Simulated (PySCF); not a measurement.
## Electronic structure of C$_{5}$H$_{8}$FNSi in real space

The calculation's input:

```
{"job": {"xc": "wB97X-D", "basis": "pcSseg-1", "solvent": "chloroform", "kind": "nmr", "pop": true}, "charge": 0, "multiplicity": 1}
N     -3.147182    -1.612072    -0.286884
C     -2.135528    -1.132449     0.007822
C     -0.852574    -0.526033     0.347518
C      0.347527    -1.290509    -0.258978
Si     1.756451    -0.011208    -0.256227
C      0.621935     1.451809     0.262977
F      0.708964     1.587925     1.646279
C     -0.768797     0.950957    -0.086541
H     -0.767552    -0.543772     1.447798
H      0.564015    -2.215009     0.295243
H      0.119370    -1.580812    -1.297546
H      2.827275    -0.262119     0.749392
H      2.355931     0.171653    -1.612079
H      0.827945     2.433435    -0.192476
H     -1.544484     1.563306     0.399555
H     -0.920895     1.023842    -1.177264
```

Run with:

```sh
OMP_NUM_THREADS=1 python ens_run.py task.json out
```

Geometry: PBE0-D3(BJ)/def2-SVP.

Level of theory: PySCF, wB97X-D/pcSseg-1, SCF density, in a chloroform solvent model, non-relativistic.

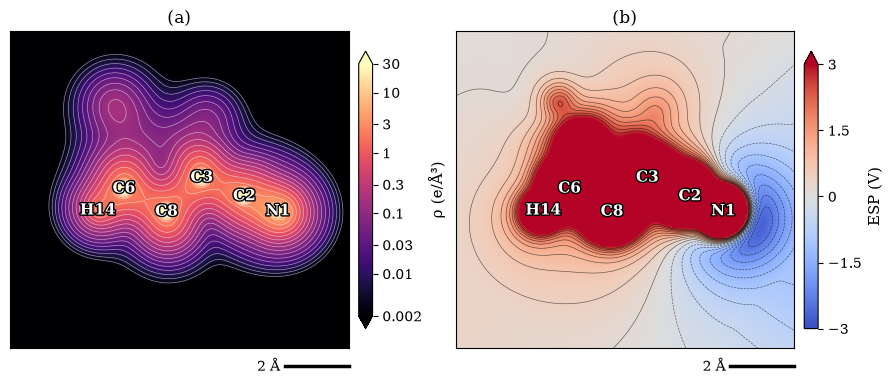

Figure 1. (a) total electron density; (b) molecular electrostatic potential on the plane of atoms C3, C8 and C6.

What do the fields say about this system?

Answer. Atoms in the plane: N, C and H. C–N (1.16 Å): ρ at the midpoint is about 3.5 e/Å³. C–C (1.46 Å): the density is about 1.8 e/Å³ at the midpoint. C–H (1.10 Å): ρ at the midpoint is about 2 e/Å³. C–C (1.52 Å): ρ at the midpoint is about 1.7 e/Å³. Outside the dense part of the molecule the potential is most negative (−2.7 V) near N1.

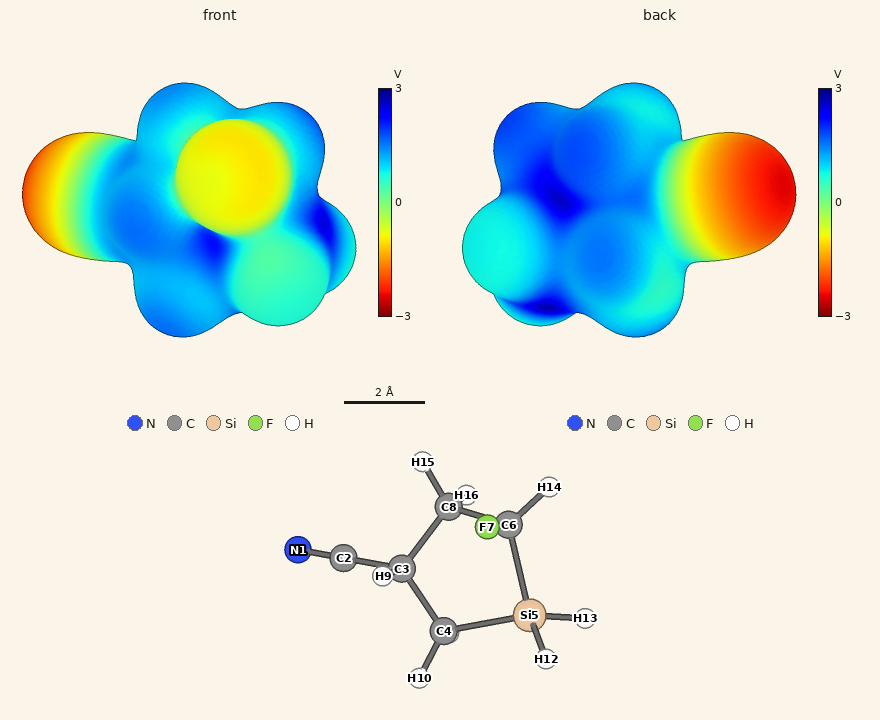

Figure 2. The molecular electrostatic potential painted on the density surface at 0.004 e/bohr³, seen from the front and from behind; the colour scale runs from red (negative) to blue (positive). The bare structure is drawn below in the same view.

Where is the surface potential most negative and most positive?

Answer. The most negative region (about −2.4 V) lies over N1, the most positive (about +2.5 V) over Si5. N1 is the likeliest acceptor of a hydrogen bond.
